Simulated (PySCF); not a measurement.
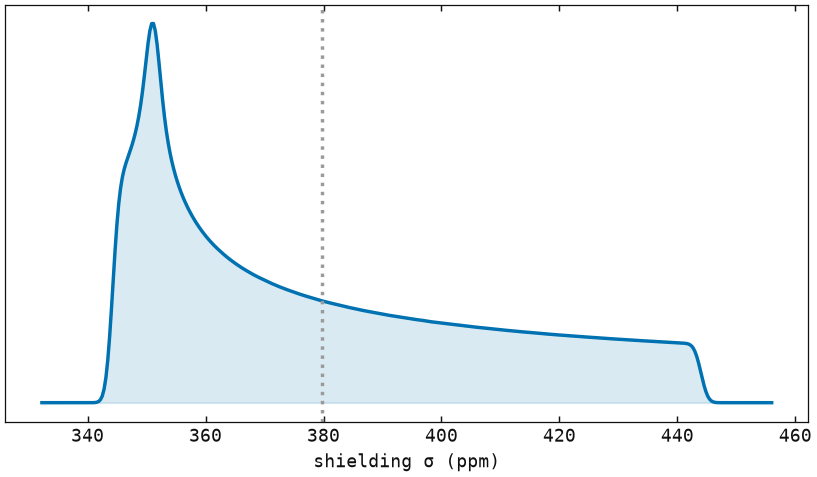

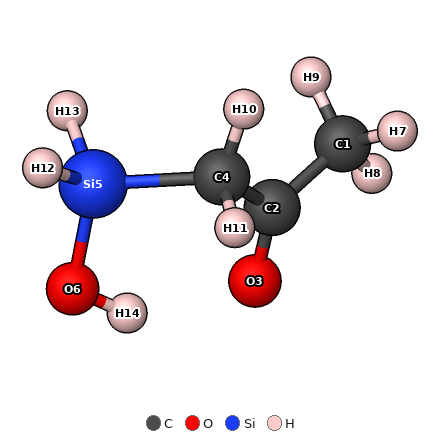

Static powder pattern (²⁹Si) from GIAO shielding tensors of C₃H₈O₂Si, SMILES CC(=O)C[SiH2]O, B97-2/pcSseg-1 with PySCF, at a PBE0-D3(BJ)/def2-SVP geometry (no frequency check); absolute shielding, one fixed geometry of the isolated molecule without any motion, no dipolar terms. The dotted line is the isotropic value; skew is 3(σiso − σ22)/span.

> The pattern belongs to Si5. Give the principal values, span and skew.

Si5: σ11, σ22, σ33 = 344, 351, 444 ppm, isotropic 380, span 100 ppm, skew 0.86.

Known limits of this run: one conformer of a flexible molecule.
